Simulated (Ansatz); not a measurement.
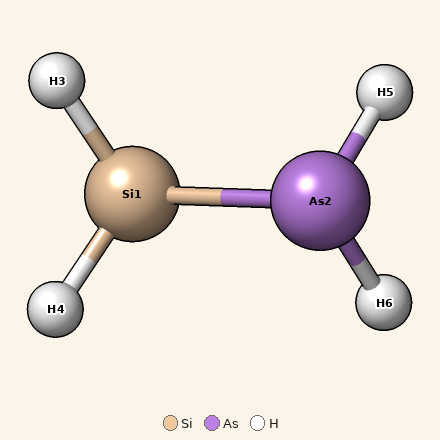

The system is AsH4Si, SMILES [SiH2][AsH2], spin multiplicity 2; the picture shows the reference structure. 
- The first coordinate is: bond length Si1–As2; the second: bond length As2–H6.
- Nothing is relaxed (all other coordinates rigid).
- Grid: 11 × 11 points.
- Energies: kcal/mol, counted from the lowest grid point.
- The calculation used UKS B3LYP-D4/def2-TZVP in Ansatz.

Its coordinates:

```xyz
6

Si   -0.0080   -1.0614    0.1617
As    0.0284    1.2431   -0.4148
H     1.2523   -1.6905   -0.3238
H    -1.1464   -1.7093   -0.5483
H     1.0392    1.6165    0.6631
H    -1.1655    1.6016    0.4622
```

Range: bond length Si1–As2 from 1.996 to 3.088 Å; bond length As2–H6 from 1.280 to 1.981 Å.

**What landscape does the calculation give?**

The lowest grid point is at bond length Si1–As2 = 2.323 Å, bond length As2–H6 = 1.491 Å. It is the only kind of minimum in the scanned range. The highest grid point, bond length Si1–As2 = 1.996 Å, bond length As2–H6 = 1.981 Å, lies 48.0 kcal/mol above the lowest. Round the minimum the two coordinates are nearly uncoupled.

```tsv
bond length As2–H6 ↓, bond length Si1–As2 →	1.996	2.105	2.214	2.323	2.433	2.542	2.651	2.761	2.870	2.979	3.088
1.981	48.0	32.8	24.7	21.6	21.6	23.8	27.3	31.6	36.3	41.1	45.9
1.911	43.6	28.3	20.2	17.0	17.0	19.2	22.6	26.9	31.6	36.4	41.2
1.841	39.3	23.9	15.8	12.5	12.5	14.7	18.1	22.4	27.1	31.9	36.6
1.771	35.2	19.7	11.6	8.3	8.3	10.4	13.9	18.2	22.9	27.6	32.4
1.701	31.6	16.1	7.9	4.6	4.6	6.7	10.2	14.5	19.2	24.0	28.7
1.631	28.8	13.2	5.0	1.7	1.7	3.9	7.4	11.7	16.3	21.1	25.9
1.561	27.2	11.6	3.3	0.0	0.0	2.2	5.7	10.0	14.7	19.5	24.2
1.491	27.2	11.6	3.3	0.0	0.0	2.2	5.7	10.0	14.7	19.5	24.3
1.421	29.5	13.8	5.6	2.3	2.3	4.5	8.0	12.4	17.1	21.9	26.6
1.350	35.0	19.4	11.1	7.8	7.9	10.1	13.6	18.0	22.7	27.5	32.3
1.280	44.9	29.2	21.0	17.7	17.7	20.0	23.5	27.9	32.7	37.5	42.3
```

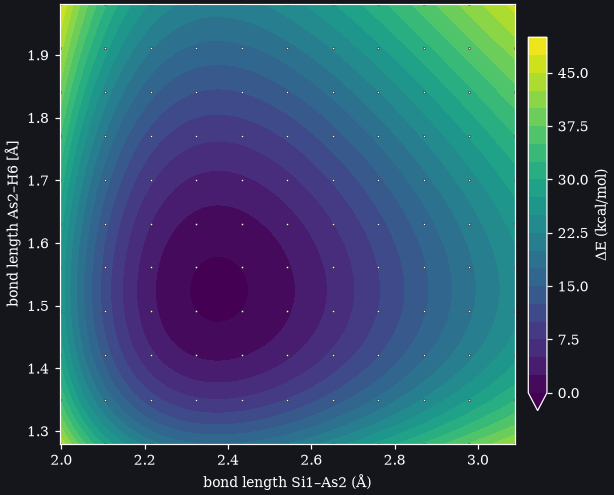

The picture shows filled contours, dots at the grid points. Between grid points the surface is interpolated.

The whole map (121 points run) took 11 min on 1 thread of Arm Neoverse V2 (shared host).
